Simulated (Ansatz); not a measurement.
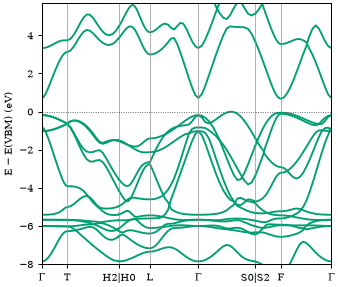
Figure. Band structure from plane-wave PAW PBEsol (Ansatz code)

The gap is 0.68 eV; an edge lies off the plotted path or next to a special point (maximum off the standard path, minimum at F).

Which of these materials gives this?
A. ZnSnN2, R-3m (Zn on 3a, Sn on 3b, N on 6c)
B. Zn2SeS, R3m (Zn on 3a, Zn on 3a, Se on 3a, S on 3a)
C. CaZrN2, R-3m (Ca on 3a, Zr on 3b, N on 6c)
D. ZnHgS2, R3m (Zn on 3a, Hg on 3a, S on 3a, S on 3a)

A, ZnSnN2, R-3m (Zn on 3a, Sn on 3b, N on 6c)

The start of the workflow was typed in or built on a structure type; neither database checked (COD, Materials Project) lists it. Whether it is the stable phase at ambient conditions was not checked. The cell was relaxed with PBEsol under the symmetry of its start. At this level the phase is mechanically unstable. Its formation energy is positive at this level, so the cell may be metastable or incomplete. Scalar-relativistic: spin–orbit coupling is off unless named, which matters more the heavier the elements.

Potentials: the later of the program's two PAW sets.
